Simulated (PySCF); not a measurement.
CH11FSi4 (SMILES F[SiH2][SiH2]C[SiH2][SiH3])

```xyz
17

F     2.8953   -1.3598    1.0920
Si    2.4265    0.1658    1.3579
Si    1.2461    0.9043   -0.4753
C     0.0786   -0.4260   -1.1787
Si   -1.1808   -1.1714    0.0482
Si   -2.5705    0.4398    0.9461
H     3.7001    0.8314    1.6236
H     1.6932    0.0474    2.6169
H     0.4305    2.0751   -0.1100
H     2.1312    1.3535   -1.5664
H    -0.4636   -0.0032   -2.0261
H     0.6828   -1.2384   -1.5857
H    -1.9240   -2.2116   -0.6863
H    -0.4066   -1.8889    1.0743
H    -2.4962    1.7283    0.2479
H    -2.2674    0.7219    2.3533
H    -3.9822    0.0439    0.9079
```

Geometry: GFN2-xTB.

These are results of PySCF 2.14.0, PBE0/pcSseg-1, SCF density, gas phase, non-relativistic, not measurements.

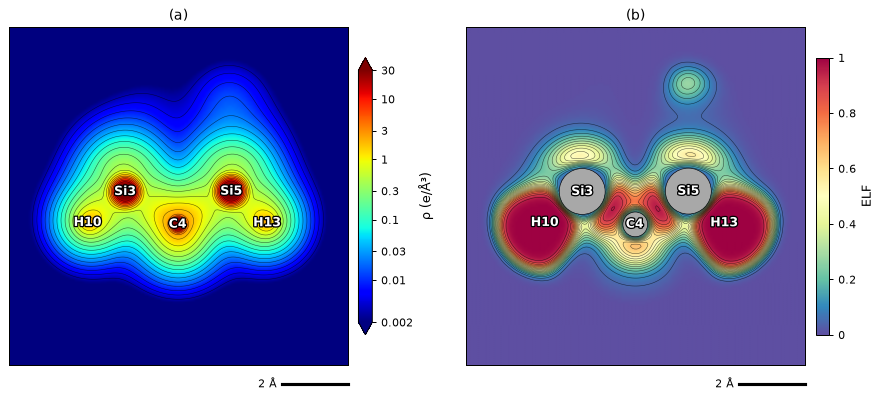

Figure 1. (a) total electron density; (b) electron localisation function on the plane of atoms C4, Si5 and H13. Grey discs cover the atomic cores in the ELF map.

What does the map show?

The plane passes through Si, C and H nuclei. C–Si (1.90 Å): ρ is about 0.88 e/Å³ halfway; the ELF peaks at about 0.95 between the atoms (localised, covalent bonding). Si–H (1.47 Å): ρ is about 0.79 e/Å³ halfway; the ELF climbs to about 1 towards the hydrogen, as it does in any bond to H.

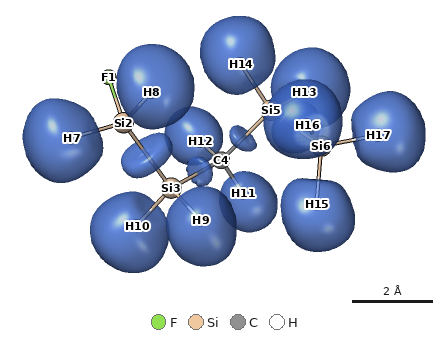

Figure 2. Isosurface of the electron localisation function at 0.9 (blue), seen from one side. Only the valence region is drawn (cores and ρ < 0.01 e/Å³ removed).

Describe the localisation domains.

The surface consists of two regions between bonded C–Si atoms (shared pairs), two regions between bonded Si–Si atoms (shared pairs) and eleven regions around hydrogen nuclei. Profiles from the grid: Si–F (1.62 Å): the ELF peaks at about 0.85 in the valence shell of F, 0.5 Å from its nucleus, and is about 0.50 at the midpoint.

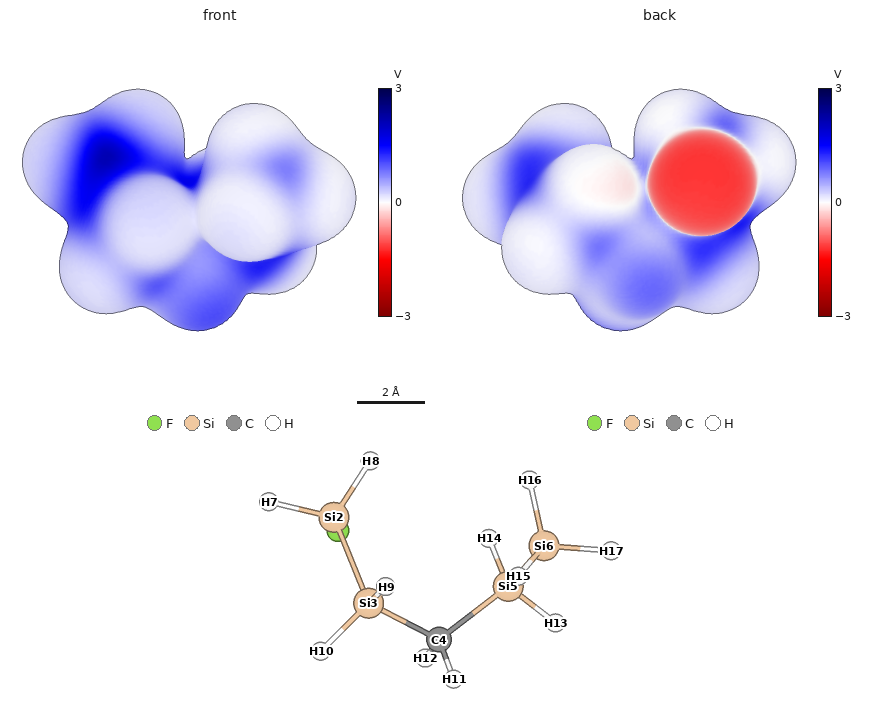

Figure 3. The electrostatic potential painted on the density surface at 0.002 e/bohr³, seen from the front and from behind; the colour scale runs from red (negative) to blue (positive). The bare structure is drawn below in the same view.

Where is the surface potential most negative and most positive?

The most negative region (about −1.2 V) lies over F1, the most positive (about +1.9 V) over Si2.

What dipole moment does the calculation give?

Its dipole moment is 1.56 D.
